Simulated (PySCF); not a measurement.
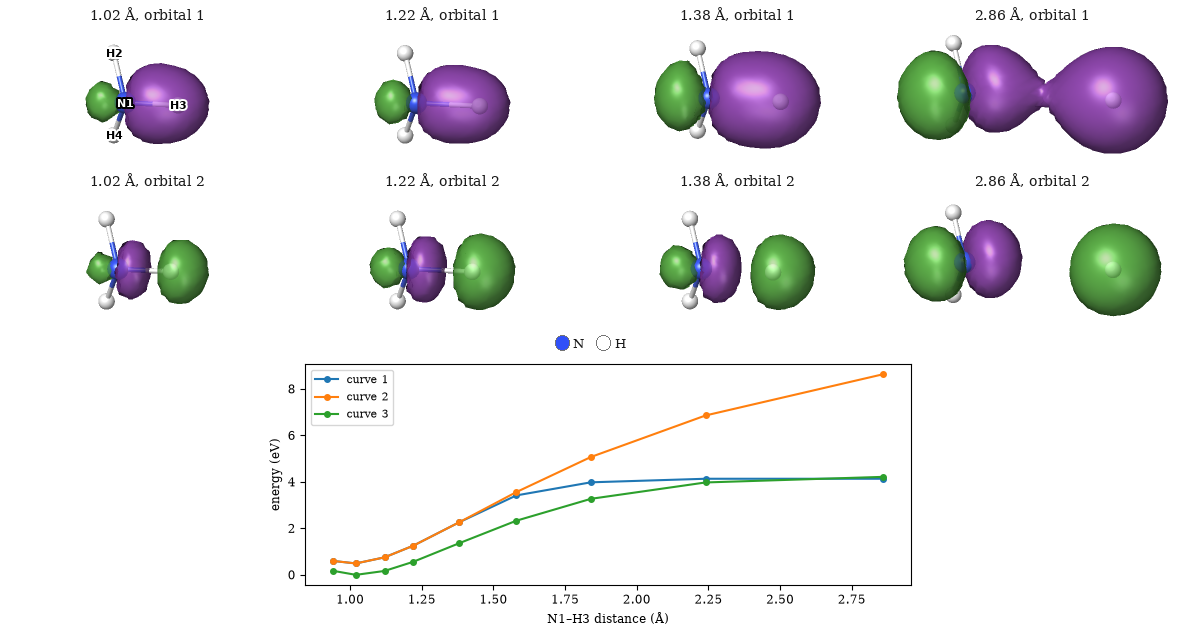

H₃N, SMILES `N`. Rigid stretch of the N1–H3 bond. The two CASSCF(2,2) natural orbitals nearest half filling (orbital 1 the more occupied). Below: energies along the scan, from the lowest point of the three curves.

Computed with PySCF, def2-SVPD basis, geometry: GFN2-xTB. No frequency check shows the geometry to be a minimum.

How do the occupations change along the stretch?

1.02 Å: 1.98 and 0.02; 1.22 Å: 1.96 and 0.04; 1.38 Å: 1.93 and 0.07; 2.86 Å: 1.19 and 0.81. At the longest distance computed (2.86 Å) they are 1.19 and 0.81, and the effective number of unpaired electrons is 1.9.

Which curve is which method?

Curve 1 is UHF. Curve 2 is RHF. Curve 3 is CASSCF(2,2). RHF rises too steeply because it keeps both electrons in one orbital and so mixes in ionic fragments.

Where does the UHF solution part from RHF?

Between 1.38 Å (⟨S²⟩ = 0, the two coincide) and 1.58 Å (⟨S²⟩ = 0.35); at 2.86 Å ⟨S²⟩ is 1.00 and UHF lies 4.5 eV below RHF.

How much energy does the stretch cost?

By CASSCF, 4.2 eV from the lowest point of the scan (1.02 Å) to 2.86 Å; RHF gives 8.1 eV from its own lowest point. The fragments aren't relaxed and dynamic correlation is missing, so this isn't a bond dissociation energy.
